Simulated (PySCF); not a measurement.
System: C₇H₁₃FOSi.

Input

```
{"job": {"kind": "nmr", "xc": "PBE0", "basis": "pcSseg-1"}, "charge": 0, "multiplicity": 1}
C      2.357780    -0.722083    -1.053653
C      1.641952     0.477942    -0.485567
C      1.788689     0.858006     0.951050
C      0.459775     0.349540     0.452806
C      0.003672    -1.026566     0.910051
O     -0.990973    -1.593289     0.081451
C     -2.262721    -1.013580     0.205890
C     -2.344151     0.367339    -0.451350
F     -3.611282     0.889934    -0.220647
Si    -0.997277     1.532273     0.264961
H      3.275565    -0.403968    -1.545520
H      1.732001    -1.227893    -1.786750
H      2.622413    -1.435042    -0.277561
H      1.582522     1.298836    -1.192307
H      2.364184     0.202415     1.588940
H      1.875257     1.901724     1.214281
H      0.823228    -1.747300     0.892835
H     -0.374279    -0.957578     1.943572
H     -2.956154    -1.708744    -0.276945
H     -2.546389    -0.920246     1.265713
H     -2.266163     0.255301    -1.538268
H     -0.718013     2.631539    -0.658900
H     -1.464386     2.018425     1.567458
```

Launched as:

```sh
OMP_NUM_THREADS=1 python probes_run.py task.json out
```

Geometry: GFN2-xTB.

Level of theory: PBE0/pcSseg-1, SCF density, gas phase, non-relativistic (PySCF).

### What can the converged electron density and electron localisation function tell about the bonding?

C–C (1.51 Å): the density is about 1.6 e/Å³ at the midpoint; the ELF peaks at about 0.85 between the atoms (a covalent bond).
C–Si (1.89 Å): ρ at the midpoint is about 0.94 e/Å³; the ELF peaks at about 0.95 between the atoms (a shared electron pair).
C–H (1.08 Å): ρ is about 2 e/Å³ halfway; the ELF climbs to about 1 towards the hydrogen, as it does in any bond to H: a covalent bond by its length.

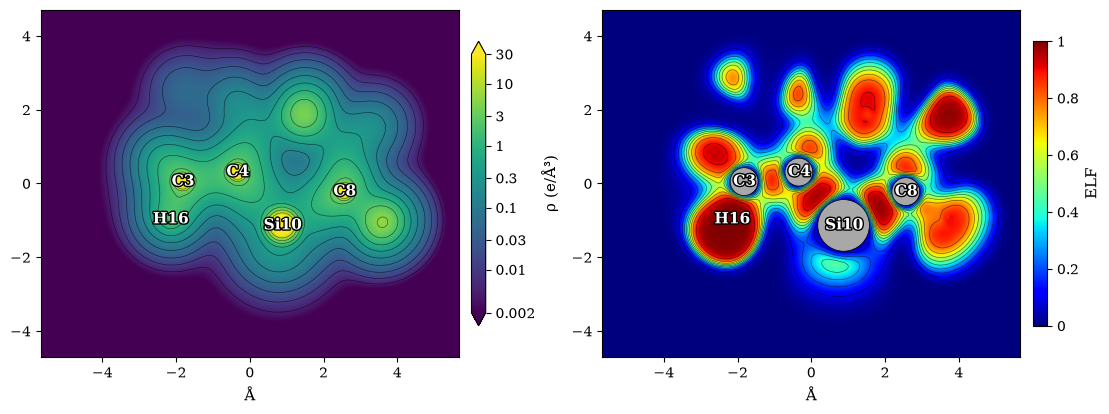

Computed electron density and electron localisation function on the plane of atoms C3, C4 and Si10, in this order. Grey discs cover the atomic cores in the ELF map. 
